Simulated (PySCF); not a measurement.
```xyz
2

Al    0.0000    0.0000   -0.6042
B     0.0000    0.0000    1.4808
```

Level of theory: PySCF 2.14.0, PBE0/aug-cc-pVDZ(-PP), non-relativistic Hamiltonian with scalar-relativistic core potentials where named, at a bond length of 2.085 Å.

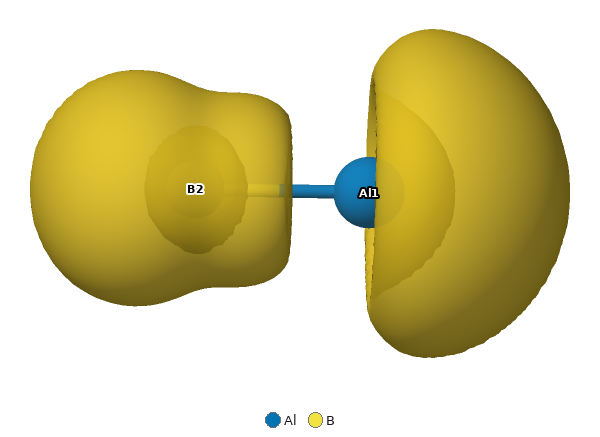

AlB (charge −1, quartet). Isosurface of the ELF at 0.75 (yellow), seen from one side. Core shells and regions of very low density are left out.

> What do the ELF domains correspond to?

At this value the surface marks out one region on B in which the atom's valence shell and bonds are merged and one lobe on Al, pointing away from the bonds (non-bonding electrons). Along the contacts the grid gives the following. Al–B (2.08 Å): the ELF peaks at about 0.90 in the valence shell of B, 0.8 Å from its nucleus, and is about 0.80 at the midpoint.
